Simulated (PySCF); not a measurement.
# C6H11NSi2: geometry, NMR shifts and electronic excitations

What NMR shifts and electronic excitations should C6H11NSi2 (`[SiH3]N([SiH3])c1ccccc1`) show?

Computed with PySCF 2.14.0, with density-fitted response routines of our own, on a single molecule in the gas phase. Atoms count from 0, in the outputs and in this text.

**1. The molecule as given**

20 atoms, charge 0, multiplicity 1; geometry from: GFN2-xTB.

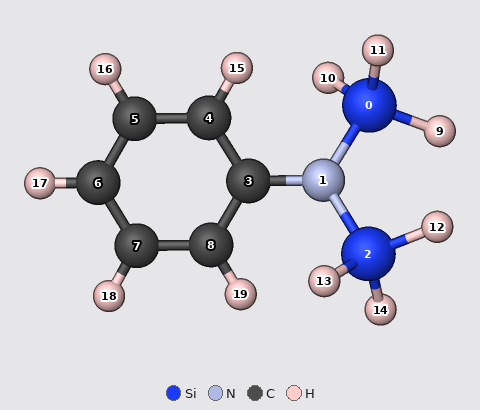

The starting geometry (silicon blue, nitrogen light blue, carbon dark grey, hydrogen pink), atoms numbered.

**2. Relaxing the molecule at PBE0-D3(BJ)/def2-SVP**

The job: settings as JSON, then the geometry in Å.

```
{"job": {"xc": "PBE0", "basis": "def2-SVP", "d3": "d3bj", "grid": 1, "kind": "geom"}, "charge": 0, "multiplicity": 1}
Si    -2.091239    -1.537804     0.152672
N     -1.247975    -0.036094    -0.138162
Si    -2.089496     1.420679    -0.608800
C      0.137890     0.003406     0.014189
C      0.777288    -0.775237     0.977731
C      2.150513    -0.737986     1.123899
C      2.920884     0.082373     0.317876
C      2.297494     0.864813    -0.638931
C      0.925008     0.824441    -0.791946
H     -3.299810    -1.495515    -0.664458
H     -1.206244    -2.620324    -0.272688
H     -2.449871    -1.669476     1.570083
H     -3.452248     1.286729    -0.103591
H     -1.398451     2.544576     0.020391
H     -2.113438     1.564102    -2.069501
H      0.183791    -1.399731     1.628845
H      2.621557    -1.349958     1.879622
H      3.993666     0.111639     0.433702
H      2.885229     1.509329    -1.276854
H      0.450306     1.420717    -1.557115
```

Standard output:

```text
step   0  E = -868.05640360  max force = 0.012657
step   1  E = -868.06109310  max force = 0.002443
step   2  E = -868.06128019  max force = 0.000770
step   3  E = -868.06134571  max force = 0.000683
step   4  E = -868.06141850  max force = 0.002238
step   5  E = -868.06152627  max force = 0.001991
step   6  E = -868.06159854  max force = 0.001158
step   7  E = -868.06163729  max force = 0.000925
step   8  E = -868.06166333  max force = 0.000418
step   9  E = -868.06166909  max force = 0.000196
optimisation converged
```

It took 3.4 min on 1 thread, shared host.

Along the way:

```tsv
step	energy from step 0 (eV)	largest force component (eV/Å)
0	0.0000	0.6508
1	-0.1276	0.1256
2	-0.1327	0.0396
3	-0.1345	0.0351
4	-0.1365	0.1151
5	-0.1394	0.1024
6	-0.1414	0.0595
7	-0.1424	0.0476
8	-0.1431	0.0215
9	-0.1433	0.0101
```

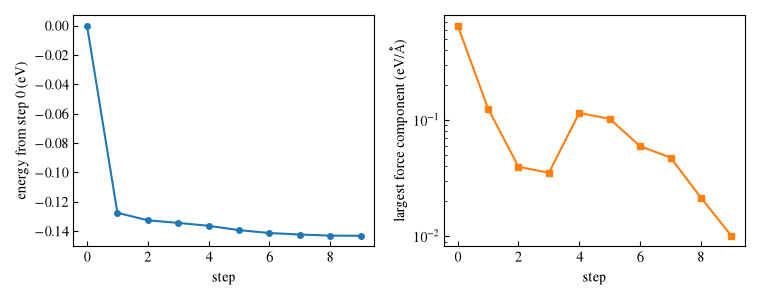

Energy and force, step by step.

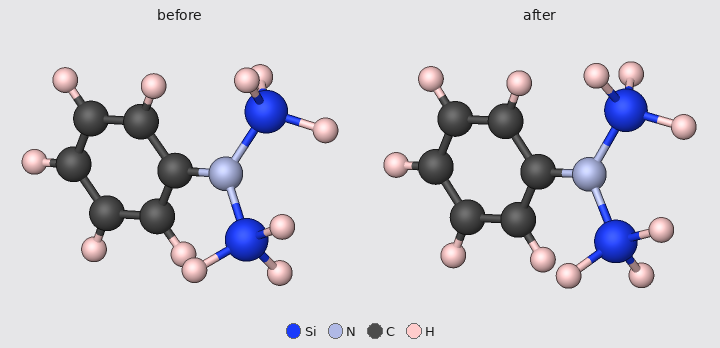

Before and after, at one scale.

Close pairs (by a distance rule), those that changed most:

```tsv
bond	before (Å)	after (Å)	change (Å)
Si0–H10	1.462	1.492	+0.031
Si2–H13	1.462	1.492	+0.031
Si0–H9	1.459	1.489	+0.030
Si2–H12	1.460	1.489	+0.030
Si2–H14	1.468	1.496	+0.028
Si0–H11	1.468	1.496	+0.028
Si0–N1	1.747	1.765	+0.018
N1–Si2	1.747	1.765	+0.018
```

The end geometry stands in the next job.

```tsv
at the end point	value
point group (found at 0.08 Å tolerance)	C2
rotational constants (GHz, main isotopes)	2.012, 0.837, 0.610
dipole moment (D)	0.07
```

**3. NMR shieldings: PBE0/pcSseg-1**

The job: settings as JSON, then the geometry in Å.

```
{"job": {"kind": "nmr", "xc": "PBE0", "basis": "pcSseg-1"}, "charge": 0, "multiplicity": 1}
Si    -2.342298    -1.527021     0.320531
N     -1.477626    -0.061940    -0.148031
Si    -2.337404     1.332100    -0.804841
C     -0.076481    -0.008151    -0.003814
C      0.595823    -0.862153     0.887271
C      1.979901    -0.809871     1.021287
C      2.732911     0.099849     0.281576
C      2.077434     0.955813    -0.601347
C      0.694779     0.900788    -0.748121
H     -3.720825    -1.413106    -0.231632
H     -1.650676    -2.722340    -0.245418
H     -2.431815    -1.697181     1.804317
H     -3.787096     1.110586    -0.545301
H     -1.870508     2.577277    -0.127450
H     -2.133085     1.496503    -2.277989
H      0.030041    -1.567683     1.501570
H      2.472564    -1.487202     1.723164
H      3.818339     0.141282     0.392031
H      2.648040     1.673842    -1.195443
H      0.211654     1.565233    -1.469465
```

Level: GIAO PBE0/pcSseg-1 NMR shielding, non-relativistic, gas phase.

Standard output:

```text
coarse grid: 17648 points
cycle   1  E = -868.2738440232  dE =  1.113e+00  |g| = 4.246e-01  |ddm| = 4.353e+00
cycle   2  E = -868.2618856796  dE =  1.196e-02  |g| = 4.897e-01  |ddm| = 1.009e+00
cycle   3  E = -868.3190028010  dE = -5.712e-02  |g| = 5.876e-02  |ddm| = 5.079e-01
cycle   4  E = -868.3194533984  dE = -4.506e-04  |g| = 3.648e-02  |ddm| = 7.260e-02
cycle   5  E = -868.3197690035  dE = -3.156e-04  |g| = 4.631e-03  |ddm| = 3.865e-02
cycle   6  E = -868.3197728680  dE = -3.865e-06  |g| = 1.312e-03  |ddm| = 4.996e-03
final grid: 161184 points
cycle   7  E = -868.3690133526  dE = -2.709e-05  |g| = 6.767e-03  |ddm| = 5.222e-02
cycle   8  E = -868.3690059689  dE =  7.384e-06  |g| = 8.775e-03  |ddm| = 1.724e-02
cycle   9  E = -868.3690245960  dE = -1.863e-05  |g| = 1.610e-03  |ddm| = 9.880e-03
cycle  10  E = -868.3690252354  dE = -6.394e-07  |g| = 3.058e-04  |ddm| = 1.815e-03
cycle  11  E = -868.3690252592  dE = -2.377e-08  |g| = 7.302e-05  |ddm| = 3.653e-04
cycle  12  E = -868.3690252601  dE = -9.741e-10  |g| = 3.274e-05  |ddm| = 8.450e-05
cycle  13  E = -868.3690252604  dE = -2.574e-10  |g| = 5.561e-06  |ddm| = 3.673e-05
converged SCF energy = -868.3690252604

GIAO shielding tensors (ppm)
atom      isotropic    diamagn.    paramagn.     s11        s22        s33       span
  0 Si     399.224     879.762    -480.537    350.392    380.126    467.156    116.764
  1 N      215.351     332.765    -117.414    163.287    222.264    260.502     97.215
  2 Si     399.282     879.772    -480.490    350.468    380.219    467.158    116.690
  3 C       29.709     252.314    -222.605    -61.003      6.379    143.751    204.754
  4 C       61.618     258.687    -197.069    -32.425     51.458    165.821    198.246
  5 C       49.746     252.817    -203.071    -61.387     37.510    173.114    234.501
  6 C       59.150     255.231    -196.081    -47.982     48.196    177.235    225.217
  7 C       49.746     252.805    -203.059    -61.386     37.525    173.099    234.485
  8 C       61.571     258.782    -197.210    -32.476     51.484    165.707    198.183
  9 H       26.374      28.878      -2.504     22.096     26.117     30.908      8.812
 10 H       26.521      29.154      -2.633     23.502     24.518     31.543      8.041
 11 H       26.140      29.131      -2.991     22.679     24.034     31.708      9.028
 12 H       26.376      28.888      -2.512     22.103     26.112     30.912      8.809
 13 H       26.515      29.167      -2.652     23.489     24.515     31.542      8.053
 14 H       26.142      29.146      -3.004     22.691     24.030     31.706      9.015
 15 H       24.253      34.126      -9.873     19.484     23.610     29.664     10.180
 16 H       23.889      29.930      -6.041     20.356     24.383     26.928      6.572
 17 H       24.233      29.351      -5.118     20.973     25.297     26.428      5.456
 18 H       23.887      29.954      -6.067     20.359     24.377     26.925      6.566
 19 H       24.257      34.176      -9.919     19.479     23.608     29.682     10.203
```

It took 44 s on 1 thread, shared host.

Shifts follow as δ = σ(reference) − σ, with reference shieldings (ppm) from runs at the same level and on the same kind of geometry: ¹H TMS 31.27, ¹³C TMS 184.4, ²⁹Si TMS 352.0, ¹⁵N NH3 265.7. The references are single molecules in the gas phase, so shifts against H2O, NH3, PH3, H3PO4 or CFCl3 are not on the usual liquid scales and can be off by tens of ppm. Atoms listed in one row are averaged.

```tsv
atoms	environment	σ (ppm)	δ (ppm)	δ scaled to CDCl3
C3	aromatic carbon bearing nitrogen	29.7	154.7	149.7
C5, C7	aromatic CH	49.7	134.7	130.3
C6	aromatic CH	59.1	125.3	121.1
C4, C8	aromatic CH	61.6	122.8	118.7
H16, H18	hydrogen on an aromatic CH	23.89	7.38	7.21
H17	hydrogen on an aromatic CH	24.23	7.03	6.88
H15, H19	hydrogen on an aromatic CH	24.25	7.01	6.86
H9, H10, H11, H12, H13, H14	hydrogen on a silicon bonded to N	26.34	4.92	–
Si0, Si2	silicon bonded to N, 3 H	399.3	-47.3	–
N1	aniline-type nitrogen	215.4	50.3	–
```

The scaled column applies a straight-line fit of computed shieldings to shifts measured in CDCl3 (root-mean-square error 0.21 ppm for H, 2.0 ppm for C).

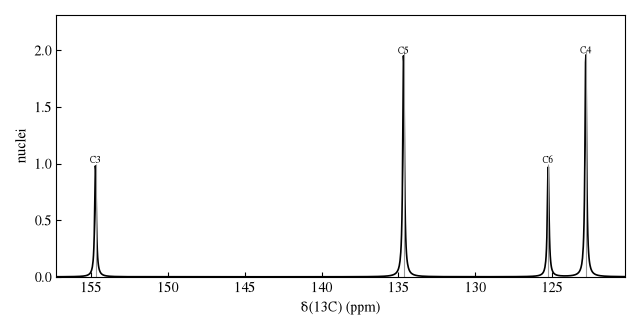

¹³C lines at the computed shifts, without couplings. Lines are broadened to a width of 0.13 ppm (Lorentzian).

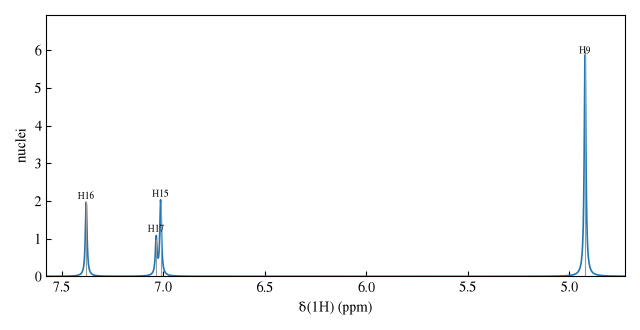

¹H lines at the computed shifts, without couplings. Lines are broadened to a width of 0.01 ppm (Lorentzian).

Charges from the same density, by scheme (e):

```tsv
atoms	Mulliken	IAO	Hirshfeld	ESP fit
Si0, Si2	0.59	0.71	0.34	0.43
N1	-1.01	-0.71	-0.24	-0.43
C3	0.35	0.11	0.05	0.35
C4, C8	-0.17	-0.19	-0.07	-0.31
C5, C7	-0.08	-0.14	-0.05	-0.09
C6	-0.09	-0.17	-0.06	-0.23
```

Hirshfeld charges:

Si0 0.34; N1 -0.24; Si2 0.34; C3 0.05; C4 -0.07; C5 -0.05; C6 -0.06; C7 -0.05; C8 -0.07; H9 -0.07; H10 -0.08; H11 -0.08; H12 -0.07; H13 -0.07; H14 -0.08; H15 0.04; H16 0.05; H17 0.05; H18 0.05; H19 0.04

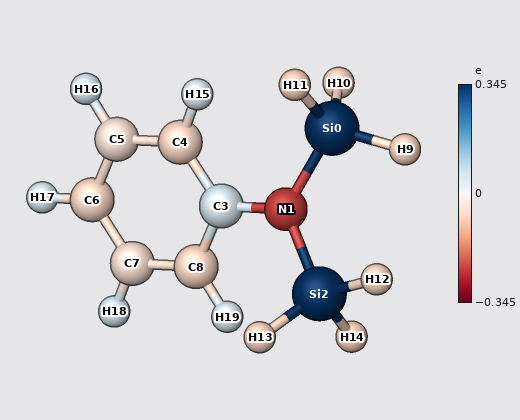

Hirshfeld charges, as colours on the atoms.

Mayer bond orders: Si0–N1 0.89, N1–Si2 0.89, N1–C3 0.86, C3–C4 1.37, C4–C5 1.48, C5–C6 1.43, C6–C7 1.43, C7–C8 1.48, C8–C3 1.37.

Ring of atoms C3, C4, C5, C6, C7, C8: NICS(0) -9.1, NICS(1) -10.9, NICS(1)zz -26.7 ppm (means of both faces).

**4. TDDFT and polarisability: wB97X-D/def2-SVPD**

Same as in step 3 but for these lines:

```diff
@@ -1,2 +1,2 @@
-{"job": {"kind": "nmr", "xc": "PBE0", "basis": "pcSseg-1"}, "charge": 0, "multiplicity": 1}
+{"job": {"kind": "uv", "xc": "wB97X-D", "basis": "def2-SVPD", "ip": true}, "charge": 0, "multiplicity": 1}
 Si    -2.342298    -1.527021     0.320531
```

With the program's defaults for keys left out, this is: TDDFT wB97X-D/def2-SVPD, vertical, gas phase, core orbitals frozen in the response.

Standard output:

```text
coarse grid: 17648 points
cycle   1  E = -868.3687889062  dE =  1.325e+00  |g| = 3.801e-01  |ddm| = 1.944e+01
cycle   2  E = -868.3943967002  dE = -2.561e-02  |g| = 2.814e-01  |ddm| = 3.928e+00
cycle   3  E = -868.4117548977  dE = -1.736e-02  |g| = 5.885e-02  |ddm| = 9.740e-01
cycle   4  E = -868.4124896126  dE = -7.347e-04  |g| = 2.787e-02  |ddm| = 2.685e-01
cycle   5  E = -868.4126839106  dE = -1.943e-04  |g| = 4.769e-03  |ddm| = 1.662e-01
cycle   6  E = -868.4126897255  dE = -5.815e-06  |g| = 1.707e-03  |ddm| = 3.106e-02
final grid: 161184 points
cycle   7  E = -868.5339297248  dE = -1.214e-04  |g| = 5.752e-03  |ddm| = 3.527e-01
cycle   8  E = -868.5339322428  dE = -2.518e-06  |g| = 5.246e-03  |ddm| = 5.777e-02
cycle   9  E = -868.5339379583  dE = -5.715e-06  |g| = 7.359e-04  |ddm| = 1.456e-02
cycle  10  E = -868.5339380996  dE = -1.413e-07  |g| = 3.584e-04  |ddm| = 9.217e-03
cycle  11  E = -868.5339381358  dE = -3.621e-08  |g| = 8.709e-05  |ddm| = 1.522e-03
cycle  12  E = -868.5339381385  dE = -2.695e-09  |g| = 3.918e-05  |ddm| = 5.140e-04
cycle  13  E = -868.5339381391  dE = -5.880e-10  |g| = 1.342e-05  |ddm| = 2.603e-04
converged SCF energy = -868.5339381391

Static polarisability (au): isotropic 130.769, principal 90.506 135.225 166.575

Singlet excitations
state   eV       nm        f      main configurations
  1   5.0075    247.6   0.02454   H->L 0.81, H-1->L+1 0.15
  2   5.5891    221.8   0.20679   H->L+1 0.87, H-1->L 0.10
  3   5.9636    207.9   0.00002   H->L+2 0.87
  4   6.4577    192.0   0.06797   H->L+3 0.41, H-1->L+1 0.19, H->L+5 0.09
  5   6.6620    186.1   0.51321   H-1->L 0.75
  6   6.6803    185.6   0.06349   H->L+3 0.39, H->L+5 0.24, H-1->L+1 0.22
  7   6.8252    181.7   0.08830   H->L+5 0.54, H-1->L+1 0.27
  8   7.0232    176.5   0.10837   H->L+4 0.46, H->L+6 0.36
  9   7.2811    170.3   0.03165   H->L+6 0.37, H->L+4 0.28, H->L+8 0.16
 10   7.4033    167.5   0.03163   H->L+7 0.74

Triplet excitations (Tamm-Dancoff, eV): 4.0274 4.2629 4.7082 5.4259
Vertical ionisation energy (delta-SCF) = 8.0008 eV
```

Wall time 4.5 min (1 thread, shared host).

The orbitals next to the gap, with their largest atomic shares:

```tsv
orbital	eV	atoms
HOMO−3	-11.17	Si2 16 %, Si0 16 %, H13 10 %
HOMO−2	-10.39	N1 22 %, C6 10 %, C3 10 %
HOMO−1	-9.19	C4 21 %, C8 21 %, C7 20 %
HOMO	-8.07	N1 25 %, C6 16 %, C3 13 %
LUMO	1.29	C7 17 %, C5 17 %, C4 16 %
LUMO+1	1.54	C3 19 %, C6 19 %, C5 10 %
LUMO+2	1.89	Si0 24 %, Si2 24 %, N1 6 %
```

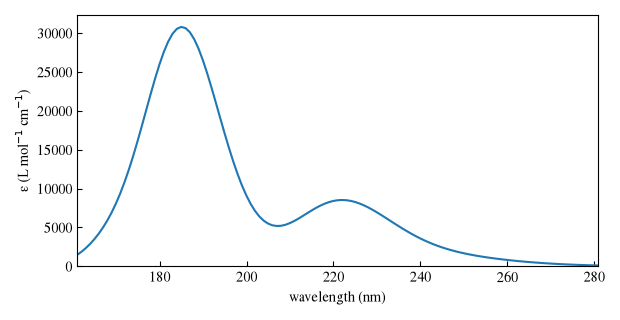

Absorption spectrum: each of the 10 states is a Gaussian band of 0.4 eV half-width at 1/e. Beyond the last state computed it falls off for lack of states.

Further results of this job:

```tsv
property	computed
dipole moment (D)	0.04
polarisability (Å³)	19.38
HOMO–LUMO gap (eV)	9.36
−ε(HOMO) (eV)	8.07
```

**5. NMR shieldings: PBE/pcSseg-1**

Same as in step 4 but for these lines:

```diff
@@ -1,2 +1,2 @@
-{"job": {"kind": "uv", "xc": "wB97X-D", "basis": "def2-SVPD", "ip": true}, "charge": 0, "multiplicity": 1}
+{"job": {"kind": "nmr", "xc": "PBE", "basis": "pcSseg-1", "pop": false}, "charge": 0, "multiplicity": 1}
 Si    -2.342298    -1.527021     0.320531
```

With the program's defaults for keys left out, this is: GIAO PBE/pcSseg-1 NMR shielding, non-relativistic, gas phase.

Standard output:

```text
coarse grid: 17648 points
cycle   1  E = -868.1270404550  dE =  8.688e-01  |g| = 5.980e-01  |ddm| = 4.453e+00
cycle   2  E = -867.9759239613  dE =  1.511e-01  |g| = 9.746e-01  |ddm| = 1.778e+00
cycle   3  E = -868.2165727230  dE = -2.406e-01  |g| = 1.358e-01  |ddm| = 1.288e+00
cycle   4  E = -868.2197641409  dE = -3.191e-03  |g| = 6.911e-02  |ddm| = 1.695e-01
cycle   5  E = -868.2208782834  dE = -1.114e-03  |g| = 1.433e-02  |ddm| = 8.625e-02
cycle   6  E = -868.2208908773  dE = -1.259e-05  |g| = 1.277e-02  |ddm| = 2.695e-02
cycle   7  E = -868.2209366566  dE = -4.578e-05  |g| = 2.001e-03  |ddm| = 1.431e-02
cycle   8  E = -868.2209377112  dE = -1.055e-06  |g| = 6.209e-04  |ddm| = 2.468e-03
final grid: 161184 points
cycle   9  E = -868.2882326722  dE = -2.792e-05  |g| = 1.173e-02  |ddm| = 7.407e-02
cycle  10  E = -868.2881755129  dE =  5.716e-05  |g| = 1.882e-02  |ddm| = 3.595e-02
cycle  11  E = -868.2882669342  dE = -9.142e-05  |g| = 3.095e-03  |ddm| = 2.357e-02
cycle  12  E = -868.2882689210  dE = -1.987e-06  |g| = 7.870e-04  |ddm| = 3.305e-03
cycle  13  E = -868.2882690630  dE = -1.420e-07  |g| = 2.965e-04  |ddm| = 1.154e-03
cycle  14  E = -868.2882690890  dE = -2.602e-08  |g| = 4.913e-05  |ddm| = 3.434e-04
cycle  15  E = -868.2882690897  dE = -6.655e-10  |g| = 1.195e-05  |ddm| = 7.726e-05
converged SCF energy = -868.2882690897

GIAO shielding tensors (ppm)
atom      isotropic    diamagn.    paramagn.     s11        s22        s33       span
  0 Si     384.773     880.765    -495.992    331.439    365.017    457.863    126.425
  1 N      205.462     330.581    -125.120    152.927    211.685    251.773     98.847
  2 Si     384.830     880.774    -495.944    331.514    365.112    457.864    126.350
  3 C       27.778     252.935    -225.157    -55.918      3.039    136.214    192.132
  4 C       59.490     258.392    -198.902    -31.138     49.554    160.054    191.192
  5 C       48.465     251.924    -203.460    -58.428     37.060    166.762    225.190
  6 C       57.063     254.282    -197.219    -46.808     46.788    171.208    218.016
  7 C       48.468     251.915    -203.447    -58.417     37.077    166.744    225.161
  8 C       59.441     258.491    -199.050    -31.190     49.578    159.934    191.124
  9 H       26.175      28.832      -2.657     22.002     26.020     30.502      8.500
 10 H       26.319      29.240      -2.921     23.409     24.265     31.282      7.873
 11 H       25.877      29.136      -3.259     22.454     23.769     31.408      8.955
 12 H       26.177      28.842      -2.665     22.011     26.015     30.506      8.496
 13 H       26.313      29.253      -2.940     23.396     24.262     31.281      7.885
 14 H       25.879      29.151      -3.272     22.466     23.764     31.407      8.942
 15 H       24.260      34.315     -10.056     19.774     23.401     29.603      9.829
 16 H       23.968      29.983      -6.015     20.646     24.283     26.975      6.329
 17 H       24.286      29.391      -5.106     21.303     25.053     26.501      5.198
 18 H       23.967      30.009      -6.042     20.650     24.277     26.973      6.323
 19 H       24.262      34.366     -10.104     19.769     23.398     29.619      9.851
```

It took 52 s on 1 thread, shared host.

Key values: δ C3 152.3, C5 131.6, C6 123.0, C4 120.6, H16 7.23, H15 6.94 ppm (means over like atoms).

**6. Side by side: NMR shifts**

Shifts (ppm) of some atoms, chosen among heavy atoms and hydrogens apart, means over like atoms, with basis size and wall time:

```tsv
run	C3	C5	C6	H16	H9	Si0	N1	functions	time
PBE0/pcSseg-1	154.7	134.7	125.3	7.38	4.92	-47.3	50.3	222	44 s
PBE/pcSseg-1	152.3	131.6	123.0	7.23	5.07	-50.2	59.6	222	52 s
```

**7. Summary of results**

| quantity | value |
| --- | --- |
| point group | C2 |
| rotational constants (main isotopes) | 2.01, 0.84, 0.61 GHz |
| ¹³C shifts against TMS (PBE0/pcSseg-1, means over atoms taken as alike) | 154.7, 134.7, 125.3, 122.8 ppm |
| ¹H shifts against TMS (PBE0/pcSseg-1, means over atoms taken as alike) | 7.38, 7.03, 7.01, 4.92 ppm |
| ²⁹Si shifts against TMS (PBE0/pcSseg-1, means over atoms taken as alike) | -47.3 ppm |
| ¹⁵N shifts against NH3 (PBE0/pcSseg-1) | 50.3 ppm |
| lowest singlet (wB97X-D/def2-SVPD) | 5.01 eV (248 nm), f = 0.025 |
| brightest single state of those computed | state 5, 6.66 eV, f = 0.513 |
| lowest triplet | 4.03 eV |
| vertical ionisation energy (ΔSCF) | 8.00 eV |
| range of the shift of N1 | 50.3 to 59.6 ppm |

**Reading.** Relaxing lowered the energy by 0.143 eV in 9 steps; the close pair that moved most is Si0–H10, from 1.462 to 1.492 Å. NICS(1)zz of -27 ppm above the planar ring from C3 marks a diatropic (aromatic) ring current. The first singlet state (HOMO→LUMO 0.81, HOMO−1→LUMO+1 0.15) lies at 5.01 eV and is weak; of the 10 states computed, the strongest absorption comes from states 5 to 6 together at 6.66 eV. The lowest triplet lies 0.98 eV below the lowest singlet (triplets in Tamm-Dancoff, singlets in full TDDFT). The orbital energy would give 8.07 eV for ionisation, ΔSCF gives 8.00 eV. In ppm, N1 moves most: its shift spreads over 9.3 ppm, from 50.3 (PBE0/pcSseg-1) to 59.6 (PBE/pcSseg-1).
